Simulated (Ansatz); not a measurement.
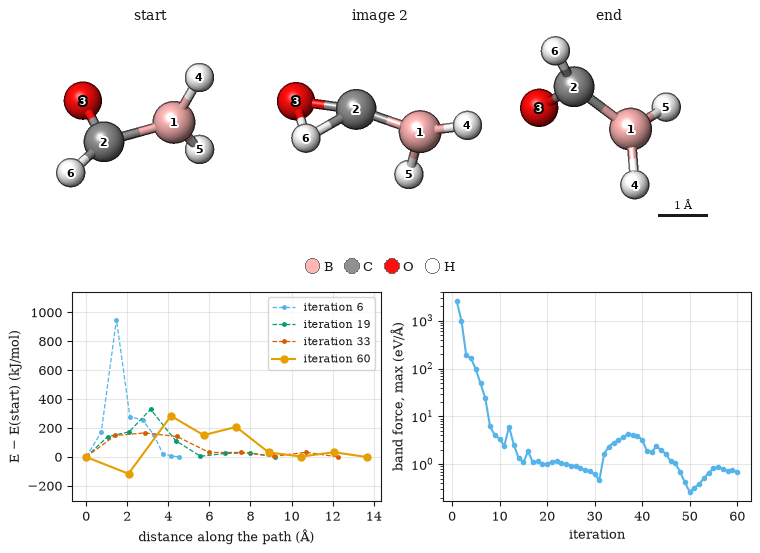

NEB run on CH$_{3}$BO. Images are numbered from 0 (start) to 8 (end). The plot follows the band through its iterations. Style: ball-and-stick. Shown from a free direction.

These are results of RKS PBE/6-31G* in Ansatz, not measurements. Run with 7 movable images; climbing image; force threshold 0.03 eV/Å; iteration limit 60; starting path through a guess of the saddle point.

Question: Did the band converge, and can the barrier be trusted?

Answer: The result isn't final. The band hadn't converged when the run stopped after 60 iterations. The largest component of the band force went from 2500 to 0.68 eV/Å. The barrier read from it is provisional: over the last two iterations the highest image moved from 303.2 kJ/mol to 284.1 kJ/mol. The first iteration put the highest image at 48156.0 kJ/mol. Relative to the start the highest point is image 2 at +284.1 kJ/mol and the end lies at 0.0 kJ/mol, but the profile dips to −115.9 kJ/mol at image 1 on the way, so there may be more than one step; on an unconverged band the side maxima are provisional.

The run took 5.1 min on 1 thread of Arm Neoverse V2, with other jobs on the host, peak memory 0.21 GiB.
